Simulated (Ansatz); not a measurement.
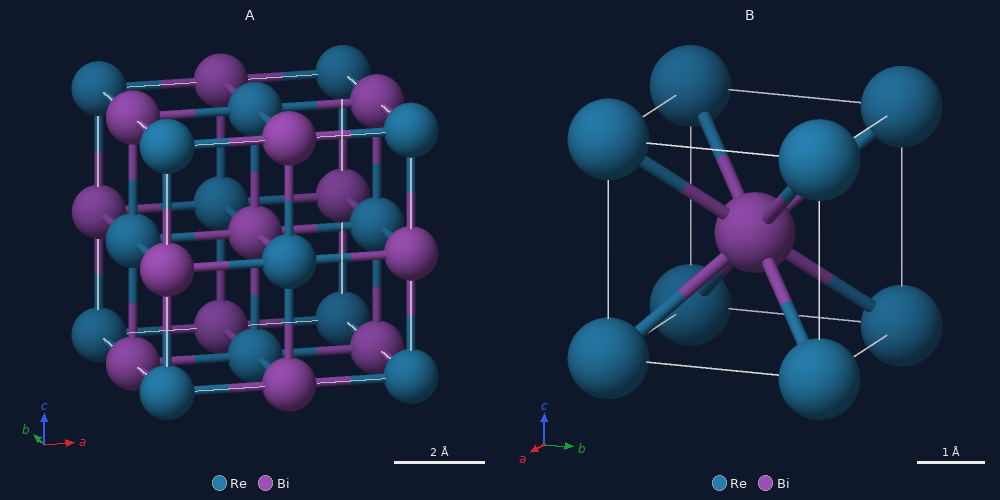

Two structures of ReBi, each relaxed to rest (conventional cells in solid outline, small ones repeated, not to one scale). Method: DFT PBE, scalar-relativistic, plane waves, PAW (Ansatz), without spin polarisation.

Question: Which two forms are compared?

Answer: A: rock salt (NaCl type), Fm-3m. B: caesium chloride (CsCl, B2) type, Pm-3m.

Question: Which structure wins energetically, and by what margin?

Answer: B is lower, by 607 meV/atom at this level of theory (energies at zero smearing). Volumes: A 22.4, B 19.6 Å³/atom.

One or both may be structure types tried for this composition rather than known phases.
